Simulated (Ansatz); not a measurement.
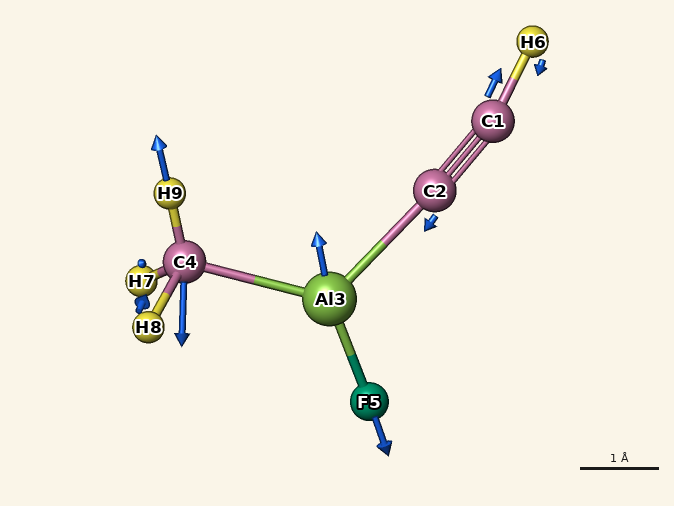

Arrows show the forces on the atoms, 0.1 Å of arrow for 1 eV/Å; forces under a tenth of the largest aren't drawn. Level of theory: PBE-D4/def2-TZVPP (Ansatz 0.2.0).

On which atom is the force largest, and how large is it?

Answer. On C4: 8.51 eV/Å.

Along which bond is the force strongest?

Answer. C4–H9, now 0.962 Å: the forces push its atoms apart, so a first step downhill lengthens it.

List the force components in the frame of the picture (x right, y up, z towards the viewer), in eV/Å.

```
atom     Fx     Fy     Fz
  C1   1.79   3.78  −0.29
  C2  −1.55  −2.14   0.03
 Al3  −1.12   5.73   1.43
  C4  −0.28  −8.50  −0.37
  F5   1.79  −5.08  −1.85
  H6  −0.69  −2.12   0.42
  H7   0.43   0.21   0.93
  H8   1.02   2.24  −2.44
  H9  −1.37   5.87   2.13
```
